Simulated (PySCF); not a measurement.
Run report: C2H4ClSi (charge +1), geometry relaxation (part 1 of 2)

C2H4ClSi, charge +1, computed with HF/3-21G, RHF (PySCF 2.14.0).

The atoms were displaced at random from an optimised geometry. The geometry is that of the parent species in another charge or spin state. Figures and captions count atoms from 1; the log counts them from 0 in places.

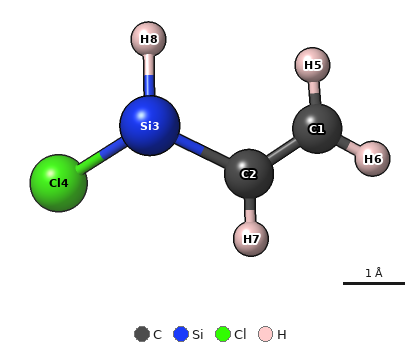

**Figure 1.** The structure as given in the input (ball-and-stick view, seen on its broad side; atoms are numbered from 1 in the order of the input).

### Key numbers

```json
{"quantity": "outcome", "value": "converged"}
{"quantity": "total energy", "value": "−822.055171 hartree"}
{"quantity": "basis functions", "value": "52"}
{"quantity": "HOMO", "value": "−16.84 eV"}
{"quantity": "LUMO", "value": "−5.81 eV"}
{"quantity": "zero-point energy", "value": "0.056460 hartree"}
{"quantity": "wavenumbers, lowest and highest", "value": "120 and 3402 cm⁻¹"}
{"quantity": "hardware", "value": "1 thread of Arm Neoverse V1, 24 GiB of memory available, shared host"}
{"quantity": "wall time", "value": "18 s"}
{"quantity": "peak memory", "value": "0.15 GiB"}
```

Further notes kept with the run: dipole of an ion depends on the origin.

### The input (input.py)
```python
import numpy
from pyscf import gto, symm
from pyscf.hessian import thermo
from pyscf.geomopt.geometric_solver import kernel as optimise

mol = gto.M(
    atom='''
C      0.652917     1.081947    -0.664998
C      0.658244    -0.017349     0.139334
Si    -0.892619    -0.614635     0.931321
Cl    -1.060795    -2.692920     0.942045
H     -0.264332     1.567413    -0.869414
H      1.559878     1.389381    -1.089910
H      1.561008    -0.576223     0.326467
H     -2.130456    -0.087471     0.295535
''',
    max_memory=1860,
    verbose=3,
    basis='3-21g',
    charge=1,
    spin=0,
)

myscf = mol.RHF()
myscf.conv_tol = 1e-10
myscf = myscf.newton()
converged, mol_eq = optimise(myscf, maxsteps=80)
print('converged:', converged)
print(mol_eq.tostring())

myscf.reset(mol_eq)
mol = mol_eq
myscf.kernel()
etot = myscf.e_tot
print('Final energy', etot)
hess = myscf.Hessian().kernel()
modes = thermo.harmonic_analysis(mol, hess)
print('frequencies (1/cm)', numpy.round(modes['freq_wavenumber'], 1))
symm.geom.TOLERANCE = 1e-3  # for the symmetry number
th = thermo.thermo(myscf, modes['freq_au'], 298.15, 101325)
thermo.dump_thermo(mol, th)
```

Launch command:
```bash
OMP_NUM_THREADS=1 python input.py
```

### What the program printed
```
[file] SyntaxWarning: invalid escape sequence '\W'
  S = {(paw_set(r)[0], bool(re.search(r"spin_orbit\W+true|paw_fr", str((r.get("files") or {}).get("input") or "")) or re.search("(?i)spin.orbit\W+(value\W+)?(true|yes)|value\W+spin-orbit", json.dumps(r.get("inputs"), default=str)))) for r in records}

#|     Arguments passed to driver run_optimizer():      |#
customengine              <pyscf.geomopt.geometric_solver.PySCFEngine object>
maxiter                   80
----------------------------------------------------------
Custom engine selected.
Bonds will be generated from interatomic distances less than 1.20 times sum of covalent radii
24 internal coordinates being used (instead of 24 Cartesians)
Internal coordinate system (atoms numbered from 1):
Distance 1-2
Distance 1-5
Distance 1-6
Distance 2-3
Distance 2-7
Distance 3-4
Distance 3-8
Angle 2-1-6
Angle 5-1-6
Angle 1-2-7
Angle 3-2-7
Angle 2-3-4
Angle 2-3-8
Angle 4-3-8
Out-of-Plane 1-2-5-6
Out-of-Plane 2-1-3-7
Dihedral 5-1-2-3
Dihedral 5-1-2-7
Dihedral 6-1-2-3
Dihedral 6-1-2-7
Dihedral 1-2-3-4
Dihedral 1-2-3-8
Dihedral 7-2-3-4
Dihedral 7-2-3-8
Translation-X 1-8
Translation-Y 1-8
Translation-Z 1-8
Rotation-A 1-8
Rotation-B 1-8
Rotation-C 1-8
<class 'geometric.internal.Distance'> : 7
<class 'geometric.internal.Angle'> : 7
<class 'geometric.internal.OutOfPlane'> : 2
<class 'geometric.internal.Dihedral'> : 8
<class 'geometric.internal.TranslationX'> : 1
<class 'geometric.internal.TranslationY'> : 1
<class 'geometric.internal.TranslationZ'> : 1
<class 'geometric.internal.RotationA'> : 1
<class 'geometric.internal.RotationB'> : 1
<class 'geometric.internal.RotationC'> : 1
> ===== Optimization Info: ====
> Job type: Energy minimization
> Maximum number of optimization cycles: 80
> Initial / maximum trust radius (Angstrom): 0.100 / 0.300
> Convergence Criteria:
> Will converge when all 5 criteria are reached:
>  |Delta-E| < 1.00e-06
>  RMS-Grad  < 3.00e-04
>  Max-Grad  < 4.50e-04
>  RMS-Disp  < 1.20e-03
>  Max-Disp  < 1.80e-03
> === End Optimization Info ===

Geometry optimization cycle 1
Cartesian coordinates (Angstrom)
 Atom        New coordinates             dX        dY        dZ
   C   0.652917   1.081947  -0.664998    0.000000 -0.000000  0.000000
   C   0.658244  -0.017349   0.139334   -0.000000  0.000000  0.000000
  Si  -0.892619  -0.614635   0.931321    0.000000  0.000000  0.000000
  Cl  -1.060795  -2.692920   0.942045    0.000000  0.000000  0.000000
   H  -0.264332   1.567413  -0.869414    0.000000  0.000000  0.000000
   H   1.559878   1.389381  -1.089910    0.000000  0.000000  0.000000
   H   1.561008  -0.576223   0.326467   -0.000000  0.000000  0.000000
   H  -2.130456  -0.087471   0.295535    0.000000  0.000000 -0.000000

WARN: Mole.unit (angstrom) is changed to Bohr

converged SCF energy = -822.021683864045
--------------- SecondOrderRHF_Scanner gradients ---------------
         x                y                z
0 C     0.0126564530     0.0426715191    -0.0346184391
1 C    -0.0056283718    -0.0176012452    -0.0110231295
2 Si     0.0008102778     0.0078206670     0.0630544315
3 Cl    -0.0001181635     0.0049587264    -0.0166769947
4 H     0.0044207941    -0.0169008671     0.0042614818
5 H    -0.0128434530    -0.0084856869     0.0169217549
6 H     0.0005790394    -0.0052730450    -0.0004585775
7 H     0.0001234240    -0.0071900683    -0.0214605274
----------------------------------------------
cycle 1: E = -822.021683864  dE = -822.022  norm(grad) = 0.0967995
Step    0 : Gradient = 3.422e-02/6.354e-02 (rms/max) Energy = -822.0216838640
Hessian Eigenvalues: 2.30000e-02 2.30000e-02 2.55052e-02 ... 3.88237e-01 4.01985e-01 5.25169e-01

Geometry optimization cycle 2
Cartesian coordinates (Angstrom)
 Atom        New coordinates             dX        dY        dZ
   C   0.646030   1.084564  -0.640025   -0.006887  0.002617  0.024973
   C   0.687128  -0.034401   0.101795    0.028884 -0.017052 -0.037539
  Si  -0.896384  -0.671991   0.753411   -0.003765 -0.057356 -0.177910
  Cl  -1.101761  -2.728577   1.081706   -0.040966 -0.035657  0.139661
   H  -0.229465   1.651161  -0.886779    0.034867  0.083748 -0.017365
   H   1.575450   1.420829  -1.049810    0.015572  0.031448  0.040100
   H   1.600066  -0.565015   0.300103    0.039058  0.011208 -0.026364
   H  -2.197219  -0.106426   0.349980   -0.066763 -0.018955  0.054445
converged SCF energy = -822.043809815077
--------------- SecondOrderRHF_Scanner gradients ---------------
         x                y                z
0 C    -0.0139588264     0.0098718004    -0.0027971669
1 C     0.0135596639    -0.0082038377    -0.0119804061
2 Si     0.0038434534     0.0154976366     0.0313321066
3 Cl    -0.0020096885    -0.0026914831    -0.0090738150
4 H     0.0020754715    -0.0006636201    -0.0035812480
5 H    -0.0002010431    -0.0053411771     0.0063754033
6 H     0.0004479489    -0.0025221285     0.0007667661
7 H    -0.0037569796    -0.0059471906    -0.0110416399
----------------------------------------------
cycle 2: E = -822.043809815  dE = -0.022126  norm(grad) = 0.0478584
Step    1 : Displace = 1.013e-01/1.870e-01 (rms/max) Trust = 1.000e-01 (=) Grad = 1.692e-02/3.517e-02 (rms/max) E (change) = -822.0438098151 (-2.213e-02) Quality = 0.908
Hessian Eigenvalues: 2.29920e-02 2.35990e-02 2.55123e-02 ... 3.90022e-01 4.00699e-01 5.22302e-01

Geometry optimization cycle 3
Cartesian coordinates (Angstrom)
 Atom        New coordinates             dX        dY        dZ
   C   0.748373   1.121970  -0.648640    0.102343  0.037407 -0.008615
   C   0.608942  -0.018504   0.026308   -0.078186  0.015897 -0.075487
  Si  -0.957036  -0.763637   0.559909   -0.060652 -0.091646 -0.193502
  Cl  -1.061820  -2.732586   1.254733    0.039941 -0.004009  0.173027
   H  -0.158084   1.671274  -0.843333    0.071380  0.020114  0.043446
   H   1.685406   1.507364  -1.033339    0.109957  0.086534  0.016471
   H   1.498887  -0.569221   0.248530   -0.101180 -0.004205 -0.051573
   H  -2.280823  -0.166517   0.446214   -0.083603 -0.060091  0.096234
converged SCF energy = -822.050746805916
--------------- SecondOrderRHF_Scanner gradients ---------------
         x                y                z
0 C     0.0257676138    -0.0066420943     0.0034378801
1 C    -0.0204006026     0.0113389181    -0.0059807808
2 Si     0.0014240532     0.0006880818     0.0044035521
3 Cl    -0.0036274120    -0.0041084650    -0.0001110277
4 H    -0.0083913386    -0.0103608984     0.0071793432
5 H     0.0062834573     0.0049188998    -0.0067804032
6 H    -0.0020192789     0.0075359830    -0.0020279074
7 H     0.0009635078    -0.0033704249    -0.0001206562
----------------------------------------------
cycle 3: E = -822.050746806  dE = -0.00693699  norm(grad) = 0.0420549
Step    2 : Displace = 1.436e-01/2.250e-01 (rms/max) Trust = 1.414e-01 (+) Grad = 1.487e-02/2.683e-02 (rms/max) E (change) = -822.0507468059 (-6.937e-03) Quality = 0.515
Hessian Eigenvalues: 2.28005e-02 2.37052e-02 2.55344e-02 ... 4.00551e-01 4.49199e-01 5.26350e-01

Geometry optimization cycle 4
Cartesian coordinates (Angstrom)
 Atom        New coordinates             dX        dY        dZ
   C   0.690111   1.110452  -0.638837   -0.058262 -0.011518  0.009804
   C   0.619930  -0.062896   0.006539    0.010988 -0.044391 -0.019768
  Si  -0.956505  -0.793472   0.493963    0.000531 -0.029835 -0.065947
  Cl  -1.024114  -2.698604   1.327974    0.037707  0.033982  0.073241
   H  -0.144977   1.740526  -0.887568    0.013107  0.069252 -0.044235
   H   1.640486   1.510034  -0.938764   -0.044920  0.002670  0.094575
   H   1.512680  -0.623384   0.219004    0.013794 -0.054163 -0.029526
   H  -2.253767  -0.132513   0.428069    0.027056  0.034004 -0.018144
converged SCF energy = -822.054561381486
--------------- SecondOrderRHF_Scanner gradients ---------------
         x                y                z
0 C    -0.0034856982    -0.0030616303    -0.0019308295
1 C    -0.0007720140    -0.0008976533     0.0048848196
2 Si     0.0022617570    -0.0000617729    -0.0051577640
3 Cl    -0.0007200582     0.0001264319     0.0005940473
4 H     0.0031638920     0.0041741424    -0.0012519120
5 H    -0.0016445861     0.0014169767    -0.0003297366
6 H    -0.0001891108    -0.0009342746     0.0008500381
7 H     0.0013858183    -0.0007622200     0.0023413371
----------------------------------------------
cycle 4: E = -822.054561381  dE = -0.00381458  norm(grad) = 0.0112499
Step    3 : Displace = 7.357e-02/1.046e-01 (rms/max) Trust = 1.414e-01 (=) Grad = 3.977e-03/5.632e-03 (rms/max) E (change) = -822.0545613815 (-3.815e-03) Quality = 0.794
Hessian Eigenvalues: 2.21190e-02 2.38715e-02 2.55194e-02 ... 4.00676e-01 4.78895e-01 5.49778e-01

Geometry optimization cycle 5
Cartesian coordinates (Angstrom)
 Atom        New coordinates             dX        dY        dZ
   C   0.683657   1.100770  -0.623770   -0.006454 -0.009682  0.015067
   C   0.657778  -0.079068   0.008119    0.037848 -0.016173  0.001580
  Si  -0.941347  -0.768812   0.503338    0.015158  0.024660  0.009375
  Cl  -1.048793  -2.677108   1.326103   -0.024680  0.021496 -0.001871
   H  -0.203173   1.669412  -0.836643   -0.058195 -0.071114  0.050925
   H   1.612132   1.532150  -0.946432   -0.028354  0.022117 -0.007667
   H   1.555867  -0.633747   0.213505    0.043186 -0.010364 -0.005499
   H  -2.232276  -0.093455   0.366158    0.021491  0.039059 -0.061911
converged SCF energy = -822.054842636348
--------------- SecondOrderRHF_Scanner gradients ---------------
         x                y                z
0 C    -0.0025077074    -0.0005889079    -0.0005961243
1 C     0.0028231080     0.0000306171     0.0003360073
2 Si     0.0007377792     0.0040132853    -0.0021585746
3 Cl     0.0000557304    -0.0003233431    -0.0003264379
4 H    -0.0006315617    -0.0011193296     0.0007239890
5 H    -0.0001114790    -0.0004182596     0.0003307722
6 H     0.0008412094    -0.0012237691     0.0009511627
7 H    -0.0012070788    -0.0003702930     0.0007392057
----------------------------------------------
cycle 5: E = -822.054842636  dE = -0.000281255  norm(grad) = 0.00665749
Step    4 : Displace = 5.491e-02/1.058e-01 (rms/max) Trust = 2.000e-01 (+) Grad = 2.354e-03/4.616e-03 (rms/max) E (change) = -822.0548426363 (-2.813e-04) Quality = 0.504
Hessian Eigenvalues: 1.94087e-02 2.36243e-02 2.51833e-02 ... 4.00467e-01 4.40089e-01 5.69591e-01

Geometry optimization cycle 6
Cartesian coordinates (Angstrom)
 Atom        New coordinates             dX        dY        dZ
   C   0.694630   1.116394  -0.625554    0.010974  0.015624 -0.001784
   C   0.627191  -0.069521  -0.007955   -0.030587  0.009547 -0.016074
  Si  -0.956017  -0.783221   0.518678   -0.014670 -0.014409  0.015340
  Cl  -1.025349  -2.689382   1.350842    0.023444 -0.012274  0.024738
   H  -0.166378   1.721574  -0.845253    0.036795  0.052162 -0.008611
   H   1.643401   1.511152  -0.938244    0.031269 -0.020998  0.008188
   H   1.523409  -0.627984   0.187250   -0.032458  0.005763 -0.026255
   H  -2.257042  -0.128870   0.370616   -0.024766 -0.035416  0.004458
converged SCF energy = -822.055065180798
--------------- SecondOrderRHF_Scanner gradients ---------------
         x                y                z
0 C     0.0010615622     0.0003523501     0.0001443250
1 C     0.0005433650     0.0006368567    -0.0016073038
2 Si    -0.0003231029    -0.0006328180     0.0020979730
3 Cl    -0.0002940110    -0.0007979311    -0.0003516153
4 H    -0.0004453234    -0.0001652159    -0.0000931023
5 H     0.0004148323    -0.0005387016    -0.0000494926
6 H    -0.0000476960     0.0009454937     0.0001876009
7 H    -0.0009096262     0.0001999661    -0.0003283849
----------------------------------------------
cycle 6: E = -822.055065181  dE = -0.000222544  norm(grad) = 0.00359374
Step    5 : Displace = 4.005e-02/6.384e-02 (rms/max) Trust = 2.000e-01 (=) Grad = 1.271e-03/2.215e-03 (rms/max) E (change) = -822.0550651808 (-2.225e-04) Quality = 0.719
Hessian Eigenvalues: 1.73045e-02 2.38312e-02 2.53969e-02 ... 4.30896e-01 4.68019e-01 5.67775e-01

Geometry optimization cycle 7
Cartesian coordinates (Angstrom)
 Atom        New coordinates             dX        dY        dZ
   C   0.692255   1.114645  -0.621580   -0.002375 -0.001749  0.003974
   C   0.628535  -0.077383  -0.014616    0.001345 -0.007862 -0.006662
  Si  -0.954967  -0.787978   0.500706    0.001050 -0.004757 -0.017972
  Cl  -1.023022  -2.674405   1.373462    0.002326  0.014977  0.022621
   H  -0.170334   1.719769  -0.834113   -0.003956 -0.001805  0.011141
   H   1.637812   1.522645  -0.926858   -0.005589  0.011492  0.011386
   H   1.523111  -0.640537   0.176236   -0.000297 -0.012553 -0.011014
   H  -2.249545  -0.126614   0.357143    0.007497  0.002256 -0.013473
converged SCF energy = -822.055144478827
--------------- SecondOrderRHF_Scanner gradients ---------------
         x                y                z
0 C     0.0002103130    -0.0002623688    -0.0003643510
1 C    -0.0003118063     0.0001713308     0.0000843821
2 Si    -0.0001075998    -0.0001144782    -0.0003750252
3 Cl    -0.0000423439    -0.0001075170    -0.0000562348
4 H    -0.0000095824     0.0000378383     0.0001005699
5 H     0.0001159194     0.0000507833    -0.0000427796
6 H    -0.0001117566     0.0002487459     0.0002849665
7 H     0.0002568566    -0.0000243342     0.0003684721
----------------------------------------------
cycle 7: E = -822.055144479  dE = -7.9298e-05  norm(grad) = 0.00097404
Step    6 : Displace = 1.646e-02/2.636e-02 (rms/max) Trust = 2.000e-01 (=) Grad = 3.444e-04/4.958e-04 (rms/max) E (change) = -822.0551444788 (-7.930e-05) Quality = 1.116
Hessian Eigenvalues: 1.30673e-02 2.40188e-02 2.51744e-02 ... 4.15420e-01 4.40361e-01 5.64004e-01
```
